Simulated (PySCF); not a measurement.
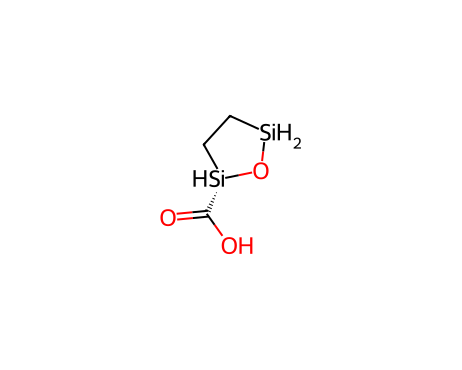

2D structure.

> Transcribe the drawing into SMILES.

O=C(O)[Si@@H]1CC[SiH2]O1

> What is the molecular formula?

C3H8O3Si2.

> An optimisation with GFN2-xTB gave a structure of which point group?

C1.

The parts below concern this one geometry. Atoms keep their numbers from picture to picture. The geometry was computed by an optimisation with GFN2-xTB. No frequency run is at hand to confirm it as a minimum.

**Geometry**

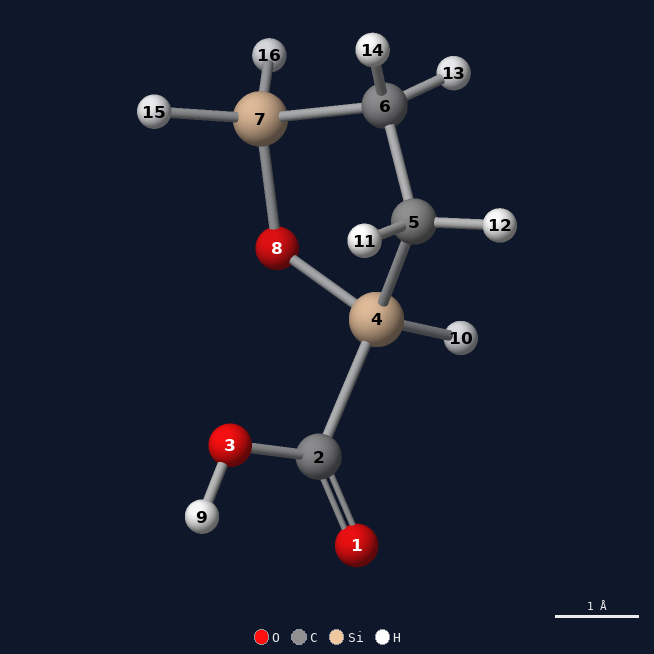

Atoms carry their numbers in the input. No frequency run is at hand to confirm it as a minimum.

Estimate the angles C2–O3–H9, C2–Si4–O8, Si4–C5–H11, Si4–C5–H12, C5–Si4–O8, C5–C6–Si7, C5–C6–H13, C5–C6–H14, C6–C5–H11, Si7–C6–H14, O8–Si4–H10, O8–Si7–H15.

| angle | degrees |
| --- | --- |
| C2–O3–H9 | 111.0 |
| C2–Si4–O8 | 108.7 |
| Si4–C5–H11 | 109.3 |
| Si4–C5–H12 | 114.5 |
| C5–Si4–O8 | 98.7 |
| C5–C6–Si7 | 107.6 |
| C5–C6–H13 | 108.8 |
| C5–C6–H14 | 110.8 |
| C6–C5–H11 | 109.1 |
| Si7–C6–H14 | 114.3 |
| O8–Si4–H10 | 108.5 |
| O8–Si7–H15 | 106.9 |

**Electronic properties**

No frequency run is at hand to confirm it as a minimum. Method: CAM-B3LYP/def2-SVPD, gas phase (PySCF 2.14.0). Excitations: vertical, linear response.

> Estimate the HOMO energy (Kohn–Sham orbital).

−9.21 eV.

> Give the brightest of the 8 lowest singlets at this level.

7.18 eV.

> Give the LUMO energy (Kohn–Sham orbital) at this level.

0.21 eV.

> Estimate the lowest vertical singlet excitation.

4.91 eV.

**Dipole moment**

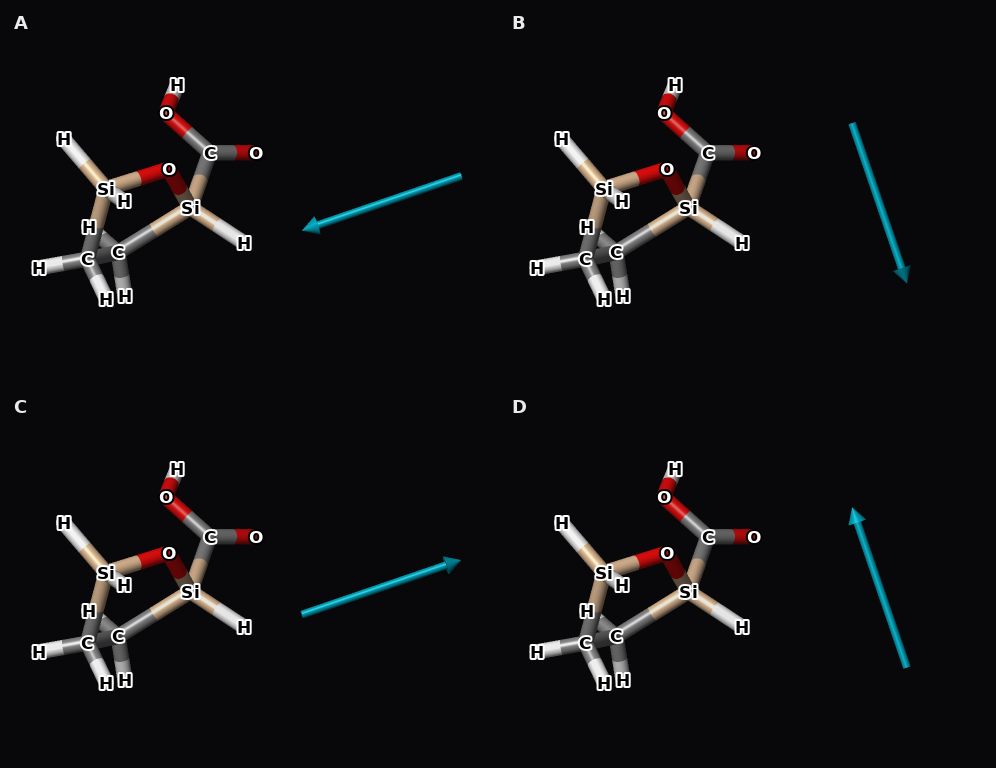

The same molecule four times, each with an arrow. No frequency run is at hand to confirm it as a minimum. Level of theory: CAM-B3LYP/def2-SVPD, gas phase (PySCF 2.14.0).

> Which arrow points along the dipole moment, from the negative to the positive end?

A. The dipole moment is 2.95 D.

**Polarisability**

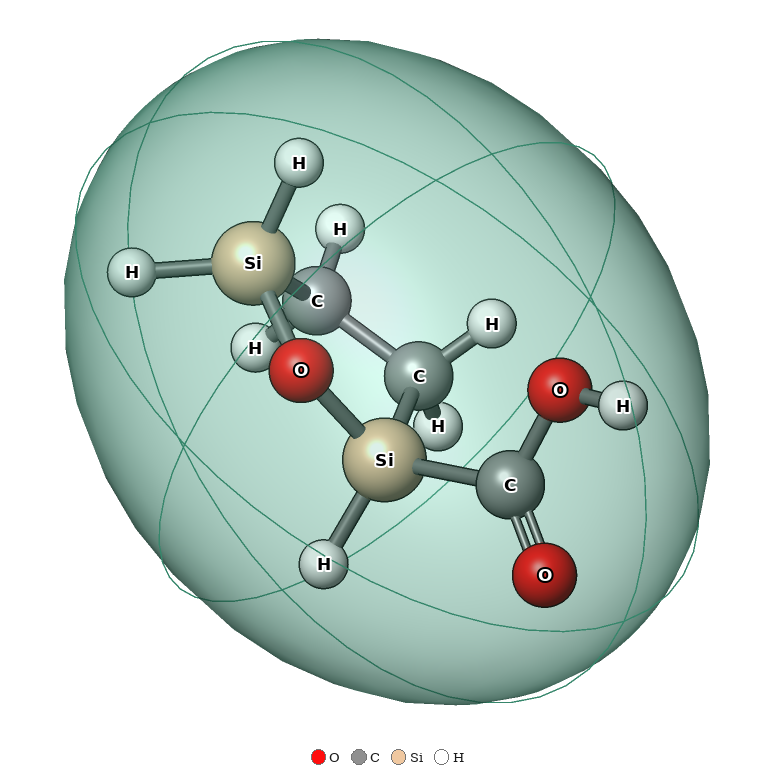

The ellipsoid shows the static dipole polarisability: its half-axes are proportional to the principal values. No frequency run is at hand to confirm it as a minimum. Level of theory: CAM-B3LYP/def2-SVPD (PySCF 2.14.0).

> Give the principal values, the mean and the anisotropy.

Principal values 80.5, 85.7, 104.8 bohr³; mean 90.3 bohr³ (13.39 Å³); anisotropy 22.2 bohr³, so the longest axis is 1.30 times the shortest.

The geometry is semi-empirical. Around Si such bond lengths and angles can be off by a tenth of an ångström or more and by several degrees, and values that hang on the shape move with them.
